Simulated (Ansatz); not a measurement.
## Geometry relaxation, with input and output: WH2OF5

The run: geometry relaxation of WH2OF5, multiplicity 2. Method and program: UKS PBE/def2-SVP (Ansatz 0.2.0).

It belongs to a series of runs on one base structure; here: end point B relaxed.

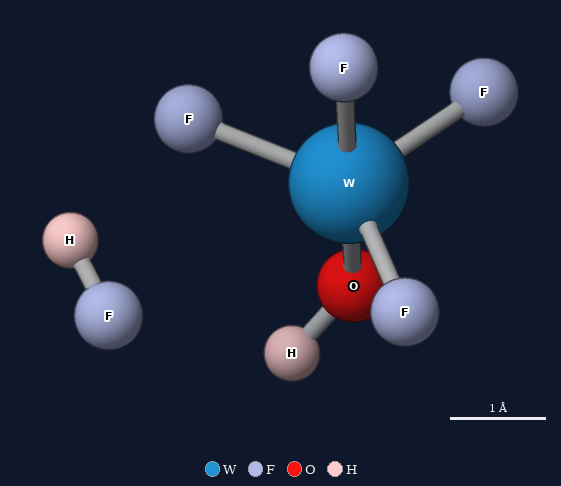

**Figure 1.** The input geometry (ball-and-stick view, seen at a tilt). Sticks mark near contacts.

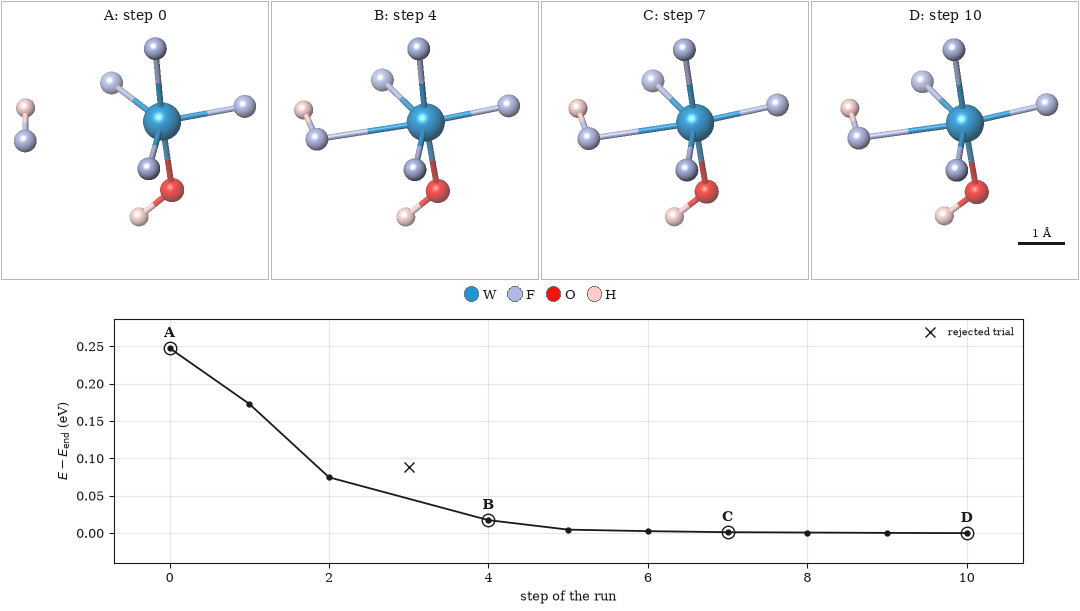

**Figure 2.** Frames of the relaxation (ball-and-stick view, seen at a tilt) above the curves, on which the letters mark them (the first geometry is step 0 here and step 1 in the log).

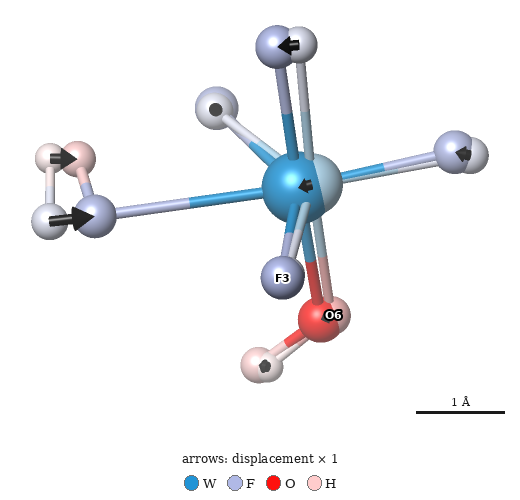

**Figure 3.** Start (faint) and end (solid) with the displacements as black arrows, at true length (ball-and-stick view, seen at a tilt). The two geometries are laid on each other by the best rigid fit. The energy falls by 0.248 eV in 10 geometry steps. The largest force component goes from 0.45 to 0.028 eV/Å. The line search rejected the trial step at point 3 (counted from 0) and went back. The largest move after the best rigid fit is that of F2, 0.53 Å. Largest moves by element: F 0.53 Å, H 0.32 Å, W 0.16 Å, O 0.13 Å. Distances before and after: W1–F2 3.040 → 2.361 Å, W1–F5 1.880 → 1.907 Å, F2–H9 0.939 → 0.954 Å, O6–H7 0.991 → 0.978 Å. New bonds form: W1–F2 (3.04 → 2.36 Å). Among the angles that change: F3–W1–F5 134.6° → 145.1°, F5–W1–F8 113.6° → 105.9°, F3–W1–F8 111.7° → 108.8°. (Atoms are counted from 1 in the order of the input.)

The input and output of the run follow.

Input
```yaml
crystal:
  periodic: [false, false, false]
  atoms:
    - { symbol: W, position_ang: [0.133328, 0.005351, -0.192588] }
    - { symbol: F, position_ang: [0.272245, -0.072335, 2.843594] }
    - { symbol: F, position_ang: [1.933701, 0.114998, 0.205632] }
    - { symbol: F, position_ang: [-0.007845, 1.923733, -0.185041] }
    - { symbol: F, position_ang: [-1.446332, -0.011362, 0.826548] }
    - { symbol: O, position_ang: [0.126333, -1.915257, -0.281826] }
    - { symbol: H, position_ang: [0.176213, -2.530057, 0.494029] }
    - { symbol: F, position_ang: [-0.165811, -0.018908, -2.034291] }
    - { symbol: H, position_ang: [-0.640231, 0.136736, 2.766242] }
magnetization:
  spin_polarized: true
  initial_magnetization: 1
basis:
  gaussian: { orbitals: def2-SVP }
hamiltonian:
  xc: pbe
relax:
  f_tol: 0.03
  max_steps: 50
```

Command:
```bash
ansatz run input.yaml --threads 4 --pin off --max-ram 5120MiB --backend cpu --events-out ev --progress --plain --runs-dir out
```

The program's output
```
The last accepted step is kept in [file] (removed where the run ends without a failure and the disk answers)
Engine: ansatz 0.2.0, aarch64-unknown-linux-gnu
Functional definition: PBE
  parameter kappa = 0.804
  parameter beta = 0.06672455060314922
  exchange = pbe_x(kappa = kappa, mu = beta*pi^2/3)
  correlation = pbe_c(beta = beta)
1306 factors; their error is unknown
mean field evaluation 1: about -17455.8175 eV, gradient 6.4e1 eV
mean field evaluation 2: about -17239.9463 eV, gradient 2.1e2 eV
mean field evaluation 4: about -17467.9640 eV, gradient 2.3e1 eV
mean field evaluation 8: about -17469.7596 eV, gradient 8.5e-1 eV
mean field evaluation 16: about -17469.6853 eV, gradient 1.4e-2 eV
mean field evaluation 32: about -17469.6782 eV, gradient 1.1e0 eV
mean field -17469.68526180 eV, -641.9990919931 hartree, gradient 2.7e-5 eV, S^2 0.752659; 5 other end points of the search recorded, 0 dependent functions left out
the calculation of the forces begins
reference -17469.68533313 eV, -641.9990946146 hartree; 35, 34 occupied and 91, 92 virtual orbitals, 1306 factors
relax step   1: F+E_penalty+E_count = -17469.68526180 eV  Δ(F+E_penalty+E_count) = +0.000e0 eV  max|allowed force component| = 4.470e-1 eV/Å  Δτ_max = 0.0000 Å  (105 SCF iters, accepted)
these checks for a lower state are left out or cut short: starts, cluster_reference, orbital_swaps, neighbouring_geometries, increment
1306 factors; their error is unknown
mean field -17469.75993256 eV, -642.0018360929 hartree, gradient 3.7e-5 eV, S^2 0.752619; 0 other end points of the search recorded, 0 dependent functions left out
the calculation of the forces begins
reference -17469.76000390 eV, -642.0018387148 hartree; 35, 34 occupied and 91, 92 virtual orbitals, 1306 factors
relax step   2: F+E_penalty+E_count = -17469.75993256 eV  Δ(F+E_penalty+E_count) = -7.467e-2 eV  max|allowed force component| = 7.719e-1 eV/Å  Δτ_max = 0.1950 Å  (39 SCF iters, accepted)
these checks for a lower state are left out or cut short: starts, cluster_reference, orbital_swaps, neighbouring_geometries, increment
1306 factors; their error is unknown
mean field -17469.85820852 eV, -642.0054476681 hartree, gradient 1.6e-5 eV, S^2 0.752653; 0 other end points of the search recorded, 0 dependent functions left out
the calculation of the forces begins
reference -17469.85828035 eV, -642.0054503074 hartree; 35, 34 occupied and 91, 92 virtual orbitals, 1306 factors
relax step   3: F+E_penalty+E_count = -17469.85820852 eV  Δ(F+E_penalty+E_count) = -9.828e-2 eV  max|allowed force component| = 9.034e-1 eV/Å  Δτ_max = 0.1955 Å  (45 SCF iters, accepted)
these checks for a lower state are left out or cut short: starts, cluster_reference, orbital_swaps, neighbouring_geometries, increment
1306 factors; their error is unknown
mean field evaluation 64: about -17469.8449 eV, gradient 1.2e-5 eV
mean field -17469.84485381 eV, -642.0049568913 hartree, gradient 1.3e-5 eV, S^2 0.752372; 0 other end points of the search recorded, 0 dependent functions left out
the calculation of the forces begins
reference -17469.84492552 eV, -642.0049595268 hartree; 35, 34 occupied and 91, 92 virtual orbitals, 1306 factors
relax step   4: F+E_penalty+E_count = -17469.84485381 eV  Δ(F+E_penalty+E_count) = +1.335e-2 eV  max|allowed force component| = 1.598e0 eV/Å  Δτ_max = 0.1953 Å  (44 SCF iters, rejected (line search))
these checks for a lower state are left out or cut short: starts, cluster_reference, orbital_swaps, neighbouring_geometries, increment
1306 factors; their error is unknown
mean field -17469.91553093 eV, -642.0075542276 hartree, gradient 2.6e-5 eV, S^2 0.752627; 0 other end points of the search recorded, 0 dependent functions left out
the calculation of the forces begins
reference -17469.91560307 eV, -642.0075568786 hartree; 35, 34 occupied and 91, 92 virtual orbitals, 1306 factors
relax step   5: F+E_penalty+E_count = -17469.91553093 eV  Δ(F+E_penalty+E_count) = -5.732e-2 eV  max|allowed force component| = 1.902e-1 eV/Å  Δτ_max = 0.0952 Å  (39 SCF iters, accepted)
these checks for a lower state are left out or cut short: starts, cluster_reference, orbital_swaps, neighbouring_geometries, increment
1306 factors; their error is unknown
mean field -17469.92825587 eV, -642.0080218605 hartree, gradient 3.3e-5 eV, S^2 0.752563; 0 other end points of the search recorded, 0 dependent functions left out
the calculation of the forces begins
reference -17469.92832803 eV, -642.0080245126 hartree; 35, 34 occupied and 91, 92 virtual orbitals, 1306 factors
relax step   6: F+E_penalty+E_count = -17469.92825587 eV  Δ(F+E_penalty+E_count) = -1.272e-2 eV  max|allowed force component| = 1.378e-1 eV/Å  Δτ_max = 0.0965 Å  (40 SCF iters, accepted)
these checks for a lower state are left out or cut short: starts, cluster_reference, orbital_swaps, neighbouring_geometries, increment
1306 factors; their error is unknown
mean field -17469.93027938 eV, -642.0080962230 hartree, gradient 2.6e-5 eV, S^2 0.752539; 0 other end points of the search recorded, 0 dependent functions left out
the calculation of the forces begins
reference -17469.93035155 eV, -642.0080988754 hartree; 35, 34 occupied and 91, 92 virtual orbitals, 1306 factors
relax step   7: F+E_penalty+E_count = -17469.93027938 eV  Δ(F+E_penalty+E_count) = -2.024e-3 eV  max|allowed force component| = 1.101e-1 eV/Å  Δτ_max = 0.0358 Å  (40 SCF iters, accepted)
these checks for a lower state are left out or cut short: starts, cluster_reference, orbital_swaps, neighbouring_geometries, increment
1306 factors; their error is unknown
mean field evaluation 96: about -17469.9317 eV, gradient 1.6e-5 eV
mean field -17469.93168601 eV, -642.0081479158 hartree, gradient 1.6e-5 eV, S^2 0.752556; 0 other end points of the search recorded, 0 dependent functions left out
the calculation of the forces begins
reference -17469.93175819 eV, -642.0081505684 hartree; 35, 34 occupied and 91, 92 virtual orbitals, 1306 factors
relax step   8: F+E_penalty+E_count = -17469.93168601 eV  Δ(F+E_penalty+E_count) = -1.407e-3 eV  max|allowed force component| = 8.784e-2 eV/Å  Δτ_max = 0.0220 Å  (39 SCF iters, accepted)
these checks for a lower state are left out or cut short: starts, cluster_reference, orbital_swaps, neighbouring_geometries, increment
1306 factors; their error is unknown
mean field -17469.93212723 eV, -642.0081641304 hartree, gradient 1.4e-5 eV, S^2 0.752567; 0 other end points of the search recorded, 0 dependent functions left out
the calculation of the forces begins
reference -17469.93219941 eV, -642.0081667828 hartree; 35, 34 occupied and 91, 92 virtual orbitals, 1306 factors
relax step   9: F+E_penalty+E_count = -17469.93212723 eV  Δ(F+E_penalty+E_count) = -4.412e-4 eV  max|allowed force component| = 1.014e-1 eV/Å  Δτ_max = 0.0180 Å  (41 SCF iters, accepted)
these checks for a lower state are left out or cut short: starts, cluster_reference, orbital_swaps, neighbouring_geometries, increment
1306 factors; their error is unknown
mean field -17469.93262430 eV, -642.0081823972 hartree, gradient 2.0e-5 eV, S^2 0.752571; 0 other end points of the search recorded, 0 dependent functions left out
the calculation of the forces begins
reference -17469.93269650 eV, -642.0081850508 hartree; 35, 34 occupied and 91, 92 virtual orbitals, 1306 factors
relax step  10: F+E_penalty+E_count = -17469.93262430 eV  Δ(F+E_penalty+E_count) = -4.971e-4 eV  max|allowed force component| = 5.205e-2 eV/Å  Δτ_max = 0.0105 Å  (40 SCF iters, accepted)
these checks for a lower state are left out or cut short: starts, cluster_reference, orbital_swaps, neighbouring_geometries, increment
1306 factors; their error is unknown
mean field -17469.93291277 eV, -642.0081929986 hartree, gradient 1.5e-5 eV, S^2 0.752570; 0 other end points of the search recorded, 0 dependent functions left out
the calculation of the forces begins
reference -17469.93298499 eV, -642.0081956525 hartree; 35, 34 occupied and 91, 92 virtual orbitals, 1306 factors
relax step  11: F+E_penalty+E_count = -17469.93291277 eV  Δ(F+E_penalty+E_count) = -2.885e-4 eV  max|allowed force component| = 2.806e-2 eV/Å  Δτ_max = 0.0151 Å  (41 SCF iters, accepted)
1306 factors; their error is unknown
mean field evaluation 128: about -17470.0111 eV, gradient 1.7e-1 eV
mean field evaluation 160: about -17469.8488 eV, gradient 4.4e0 eV
mean field -17469.93291277 eV, -642.0081929986 hartree, gradient 1.5e-5 eV, S^2 0.752570; 5 other end points of the search recorded, 0 dependent functions left out
the calculation of the forces begins
reference -17469.93298499 eV, -642.0081956525 hartree; 35, 34 occupied and 91, 92 virtual orbitals, 1306 factors
Total energy: -17469.93298499 eV, -642.0081956525 hartree
Atom 0 at     0.155661    -0.010363    -0.030868 Å, force     0.028059     0.000566    -0.013864 eV/Å
Atom 1 at     0.338996    -0.004124     2.322765 Å, force    -0.018393     0.002475     0.001499 eV/Å
Atom 2 at     1.979959     0.112959     0.254088 Å, force    -0.013723    -0.000966     0.003895 eV/Å
Atom 3 at    -0.029448     1.904382     0.063947 Å, force    -0.003624    -0.003249    -0.005778 eV/Å
Atom 4 at    -1.557911    -0.062472     0.804316 Å, force    -0.003612    -0.000480     0.010652 eV/Å
Atom 5 at     0.160945    -1.930470    -0.158361 Å, force    -0.005105     0.008583     0.014804 eV/Å
Atom 6 at     0.100059    -2.547862     0.598221 Å, force    -0.000015    -0.005050    -0.007211 eV/Å
Atom 7 at    -0.170312     0.043335    -1.865426 Å, force    -0.000964     0.004162     0.003147 eV/Å
Atom 8 at    -0.596348     0.127514     2.453617 Å, force     0.017377    -0.006040    -0.007145 eV/Å
Dipole moment:    -0.148322    -0.440791     0.734235 e Å
```

Trajectory as extended XYZ (Å, eV, eV/Å), 11 frames, from step=1 to step=11
```
9
Properties=species:S:1:pos:R:3:forces:R:3 step=1 energy=-17469.68526
W     0.1333    0.0054   -0.1926    0.1320  -0.1479   0.1666
F     0.2722   -0.0723    2.8436    0.0529   0.0067  -0.3414
F     1.9337    0.1150    0.2056   -0.0418   0.0064   0.0160
F    -0.0078    1.9237   -0.1850   -0.0345  -0.0216   0.0249
F    -1.4463   -0.0114    0.8265   -0.0229   0.0392   0.0230
O     0.1263   -1.9153   -0.2818    0.0308  -0.2998   0.4470
H     0.1762   -2.5301    0.4940   -0.0362   0.3543  -0.4081
F    -0.1658   -0.0189   -2.0343   -0.0100   0.0562   0.0802
H    -0.6402    0.1367    2.7662   -0.0702   0.0066  -0.0082
9
Properties=species:S:1:pos:R:3:forces:R:3 step=2 energy=-17469.75993
W     0.1364   -0.0020   -0.1542    0.0657   0.0316   0.3939
F     0.2891   -0.0592    2.6498   -0.6340   0.1584  -0.1664
F     1.9352    0.1147    0.2431    0.0565  -0.0210  -0.0240
F    -0.0128    1.9158   -0.1498   -0.0199   0.0209   0.0215
F    -1.4594   -0.0063    0.8409   -0.2249  -0.0224  -0.1334
O     0.1286   -1.9196   -0.2556    0.0129  -0.1524   0.1573
H     0.1709   -2.5317    0.5114   -0.0199   0.0996  -0.1061
F    -0.1615   -0.0056   -1.9956   -0.0084   0.0358   0.0367
H    -0.6448    0.1268    2.7524    0.7720  -0.1505  -0.1795
9
Properties=species:S:1:pos:R:3:forces:R:3 step=3 energy=-17469.85821
W     0.1270   -0.0036   -0.0931    0.1434   0.1150   0.2614
F     0.3324   -0.0491    2.4594   -0.8384   0.1728  -0.0306
F     1.9362    0.1131    0.3038   -0.1733  -0.0328  -0.1502
F    -0.0275    1.9172   -0.0967   -0.0056  -0.0455   0.0660
F    -1.5282   -0.0125    0.8226   -0.0608  -0.0268  -0.1747
O     0.1259   -1.9206   -0.2149    0.0142  -0.0027   0.0162
H     0.1584   -2.5376    0.5421   -0.0164  -0.0553   0.0665
F    -0.1461    0.0109   -1.9452    0.0336   0.0313   0.2437
H    -0.5964    0.1152    2.6643    0.9034  -0.1560  -0.2981
9
Properties=species:S:1:pos:R:3:forces:R:3 step=4 energy=-17469.84485 accepted=F
W     0.1272   -0.0024   -0.0206   -0.8427  -0.2507   0.3149
F     0.3605   -0.0386    2.2665   -0.2753   0.0555   0.4816
F     1.9023    0.1051    0.3134    1.5978   0.1188   0.1335
F    -0.0348    1.9124   -0.0100   -0.0152   0.2289   0.1120
F    -1.5776   -0.0276    0.7822   -0.4657  -0.0060   0.2446
O     0.1315   -1.9206   -0.1623    0.0339  -0.0749  -0.0109
H     0.1465   -2.5478    0.5848   -0.0363  -0.0897   0.0951
F    -0.1266    0.0374   -1.8323   -0.1813   0.0560  -1.2812
H    -0.5474    0.1150    2.5207    0.1848  -0.0379  -0.0896
9
Properties=species:S:1:pos:R:3:forces:R:3 step=5 energy=-17469.91553
W     0.1296   -0.0059   -0.0513    0.0299   0.0847  -0.0591
F     0.3349   -0.0325    2.3657    0.0188   0.0065  -0.0778
F     1.9485    0.1114    0.2912   -0.0865  -0.0179  -0.0665
F    -0.0303    1.9147   -0.0392    0.0028  -0.0367   0.0878
F    -1.5646   -0.0228    0.8019    0.0114  -0.0314  -0.0829
O     0.1326   -1.9248   -0.1841    0.0026   0.0203   0.0501
H     0.1471   -2.5495    0.5676   -0.0113  -0.0390   0.0393
F    -0.1417    0.0299   -1.9016    0.0240   0.0057   0.1902
H    -0.5746    0.1125    2.5921    0.0083   0.0077  -0.0810
9
Properties=species:S:1:pos:R:3:forces:R:3 step=6 energy=-17469.92826
W     0.1329   -0.0083   -0.0311    0.1378  -0.0814  -0.0376
F     0.3450   -0.0333    2.3021   -0.0612   0.0328   0.0926
F     1.9595    0.1053    0.2727   -0.0720   0.0116  -0.0525
F    -0.0345    1.9098    0.0433   -0.0026  -0.0023   0.0332
F    -1.5829   -0.0544    0.7826    0.0031   0.0312   0.0360
O     0.1377   -1.9293   -0.1545    0.0138   0.0193  -0.0101
H     0.1355   -2.5548    0.5976   -0.0111   0.0085   0.0100
F    -0.1442    0.0514   -1.8724   -0.0162   0.0036  -0.0614
H    -0.5676    0.1466    2.5021    0.0086  -0.0234  -0.0103
9
Properties=species:S:1:pos:R:3:forces:R:3 step=7 energy=-17469.93028
W     0.1400   -0.0122   -0.0368    0.0085   0.1101   0.0212
F     0.3421    0.0008    2.3128   -0.0944  -0.0274   0.0592
F     1.9635    0.1072    0.2538    0.0454  -0.0095   0.0002
F    -0.0274    1.9054    0.0543   -0.0005  -0.0172  -0.0082
F    -1.5730   -0.0494    0.7849   -0.0270  -0.0243   0.0333
O     0.1424   -1.9326   -0.1546    0.0008  -0.0256  -0.0072
H     0.1268   -2.5537    0.6013   -0.0028   0.0096  -0.0092
F    -0.1486    0.0511   -1.8770   -0.0143  -0.0298  -0.0322
H    -0.5844    0.1162    2.5037    0.0842   0.0142  -0.0571
9
Properties=species:S:1:pos:R:3:forces:R:3 step=8 energy=-17469.93169
W     0.1420   -0.0104   -0.0362   -0.0064  -0.0119  -0.0183
F     0.3378   -0.0178    2.3227   -0.0878   0.0206   0.0139
F     1.9660    0.1079    0.2518    0.0297   0.0014   0.0077
F    -0.0279    1.9059    0.0555   -0.0035   0.0125  -0.0005
F    -1.5701   -0.0522    0.7906   -0.0077  -0.0004   0.0168
O     0.1454   -1.9306   -0.1576    0.0003  -0.0078  -0.0058
H     0.1283   -2.5521    0.5978   -0.0042   0.0069  -0.0007
F    -0.1530    0.0459   -1.8774   -0.0037  -0.0015   0.0280
H    -0.5869    0.1362    2.4950    0.0833  -0.0199  -0.0409
9
Properties=species:S:1:pos:R:3:forces:R:3 step=9 energy=-17469.93213
W     0.1502   -0.0104   -0.0364   -0.0121  -0.0270   0.0232
F     0.3382   -0.0098    2.3223    0.0159  -0.0003  -0.0002
F     1.9728    0.1076    0.2601    0.0198   0.0058  -0.0115
F    -0.0286    1.9051    0.0587   -0.0013   0.0039  -0.0032
F    -1.5615   -0.0623    0.7944   -0.0194   0.0133   0.0145
O     0.1527   -1.9310   -0.1619    0.0108  -0.0639   0.0979
H     0.1141   -2.5474    0.6004   -0.0034   0.0720  -0.1014
F    -0.1669    0.0468   -1.8725    0.0062  -0.0004  -0.0045
H    -0.5895    0.1342    2.4773   -0.0164  -0.0034  -0.0148
9
Properties=species:S:1:pos:R:3:forces:R:3 step=10 energy=-17469.93262
W     0.1516   -0.0109   -0.0332    0.0270   0.0020  -0.0150
F     0.3387   -0.0078    2.3227    0.0172  -0.0021  -0.0069
F     1.9760    0.1105    0.2560   -0.0163  -0.0008  -0.0030
F    -0.0292    1.9046    0.0625   -0.0018  -0.0075  -0.0043
F    -1.5617   -0.0615    0.7978   -0.0035   0.0026   0.0157
O     0.1564   -1.9312   -0.1602   -0.0015  -0.0211   0.0521
H     0.1084   -2.5482    0.5991    0.0000   0.0274  -0.0476
F    -0.1670    0.0449   -1.8695    0.0027   0.0008   0.0133
H    -0.5917    0.1325    2.4671   -0.0238  -0.0013  -0.0043
9
Properties=species:S:1:pos:R:3:forces:R:3 step=11 energy=-17469.93291
W     0.1557   -0.0104   -0.0309    0.0281   0.0006  -0.0139
F     0.3390   -0.0041    2.3228   -0.0184   0.0025   0.0015
F     1.9800    0.1130    0.2541   -0.0137  -0.0010   0.0039
F    -0.0294    1.9044    0.0639   -0.0036  -0.0032  -0.0058
F    -1.5579   -0.0625    0.8043   -0.0036  -0.0005   0.0107
O     0.1609   -1.9305   -0.1584   -0.0051   0.0086   0.0148
H     0.1001   -2.5479    0.5982    0.0000  -0.0050  -0.0072
F    -0.1703    0.0433   -1.8654   -0.0010   0.0042   0.0031
H    -0.5963    0.1275    2.4536    0.0174  -0.0060  -0.0071
```

Key numbers

| quantity | value |
| --- | --- |
| outcome | converged |
| total energy | −17469.9330 eV |
| mean-field energy | −17469.9330 eV |
| ⟨S²⟩ | 0.753 |
| largest force (length of the vector) at the end | 0.031 eV/Å |
| hardware | 4 threads of Arm Neoverse V2, 24 GiB of memory available, shared host |
| wall time | 38 s (CPU time 2.4 min) |
| peak memory | 0.32 GiB |
